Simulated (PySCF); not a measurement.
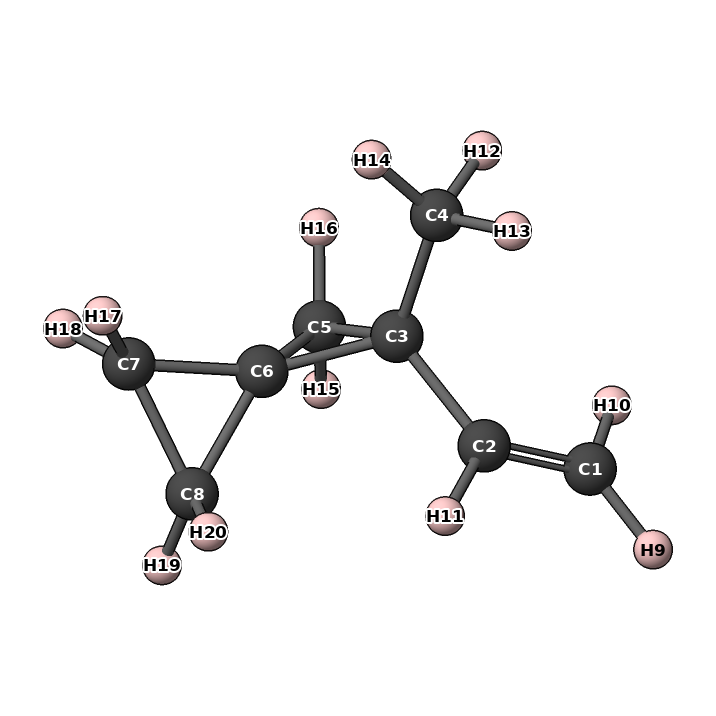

The questions are on isotropic NMR shieldings of the C atoms. Geometry: a frame of a GFN2-xTB molecular-dynamics simulation, not a minimum. Properties computed with GIAO PBE0/pcSseg-1 NMR shielding, non-relativistic, gas phase (PySCF 2.14.0).

Give the isotropic NMR shieldings of the C atoms atom by atom.

```csv
atom,σ (ppm)
C1,52.8
C2,16.9
C3,152.3
C4,163.5
C5,158.2
C6,163.2
C7,168.4
C8,183.0
```
